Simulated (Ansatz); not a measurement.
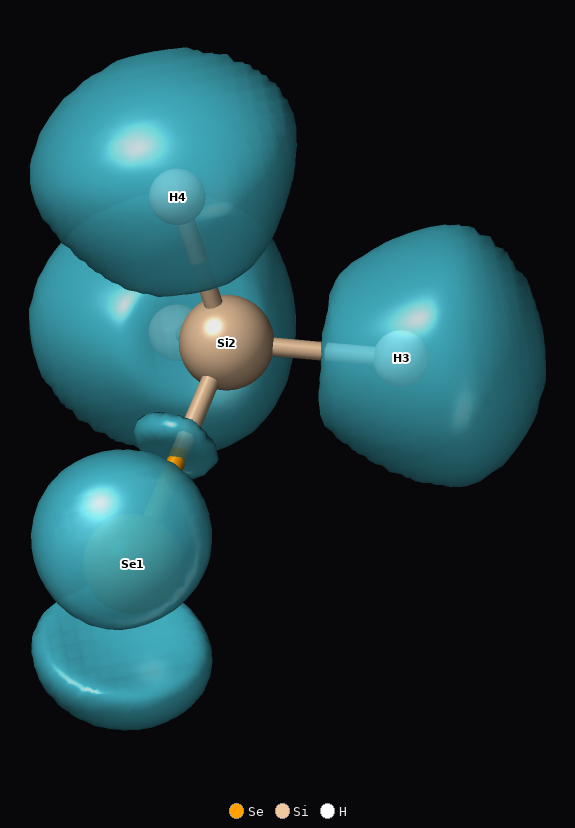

*H3SeSi (SMILES [SiH3][Se]) (doublet). Isosurface of the ELF at 0.85 (cyan), seen at an oblique angle. Core shells and regions of very low density are left out.*

Geometry: B3LYP-D3(BJ)/def2-SVP.

Level of theory: Ansatz 0.2.0, isolated molecule in a Gaussian basis; Kohn-Sham density functional theory, functional PBE0.

The calculation's input:

```
crystal:
  periodic: [false, false, false]
  atoms:
    - {symbol: Se, position_ang: [-2.332159, -4.506334, -1.713042]}
    - {symbol: Si, position_ang: [-1.194967, -2.779024, -2.688978]}
    - {symbol: H, position_ang: [0.240502, -3.186446, -2.618863]}
    - {symbol: H, position_ang: [-1.384735, -1.497925, -1.951260]}
    - {symbol: H, position_ang: [-1.587912, -2.585955, -4.113678]}
basis:
  gaussian:
    orbitals: def2-TZVPD
magnetization:
  spin_polarized: true
  initial_magnetization: 1
output:
  forces: true
  orbitals: {seedname: orbitals}
hamiltonian:
  xc: pbe0
```

Run with:

```sh
ansatz run input.yaml --threads 1 --pin off --max-ram 2610MiB --events-out events.jsonl --progress --plain --runs-dir runs
```

### Identify the bonds, lone pairs and shells in this picture.

The ELF exceeds this value in one region between bonded Se–Si atoms (shared pairs), three regions around hydrogen nuclei and two lobes on Se, pointing away from the bonds (non-bonding electrons, which may merge into one lobe). Profiles from the grid: Si–Se (2.29 Å): the ELF peaks at about 0.90 between the atoms, as expected for a shared electron pair. Si–H (1.49 Å): the ELF climbs to about 1 towards the hydrogen, as it does in any bond to H.
